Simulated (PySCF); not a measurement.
| atom | x (Å) | y (Å) | z (Å) |
| --- | --- | --- | --- |
| Se | -0.7702 | 0.7857 | -0.0270 |
| Se | 0.7812 | -0.7806 | -0.0296 |

Geometry: BP86-D3(BJ)/ma-def2-SVP.

These are results of DFT single point, gas phase, functional PBE0 (PySCF 2.14.0, density-fitted response routines), not measurements.

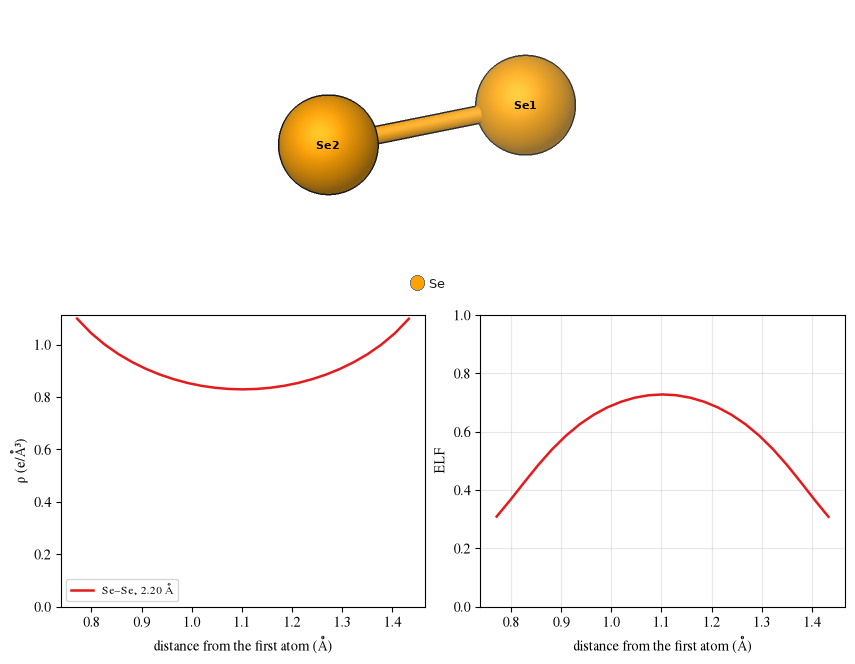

Se2 (triplet). Total electron density and electron localisation function along straight lines between neighbouring atoms. The curves leave out the atomic cores. The structure is drawn too.

> What can be read from the curves?

Se–Se (2.20 Å): the density is about 0.83 e/Å³ at the midpoint; the ELF peaks at about 0.75 between the atoms.
